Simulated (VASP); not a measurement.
Band structure of PbSe (space group Fm-3m). Calculation: PBE GGA, VASP's PBE PAW potentials (set 64) (plane waves; VASP 6.6.1).

Unless said otherwise, spin-orbit coupling is left out, though it shifts the bands of the heavy elements here.

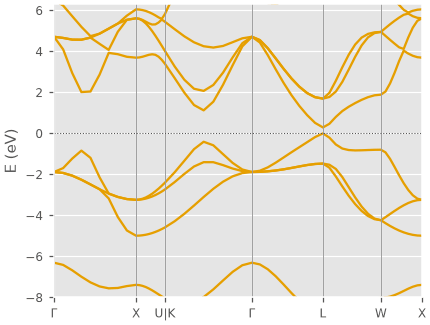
Figure. Bands along high-symmetry lines, zero at the valence-band maximum or, without a gap, the Fermi level

### Question
Read the plot: is there a gap, and where are the band edges?

### Answer
The gap is direct, 0.29 eV, from the valence maximum at L to the conduction minimum at L.

The structure is a typed PbSe crystal (Fm-3m). The cell was not relaxed at this level.
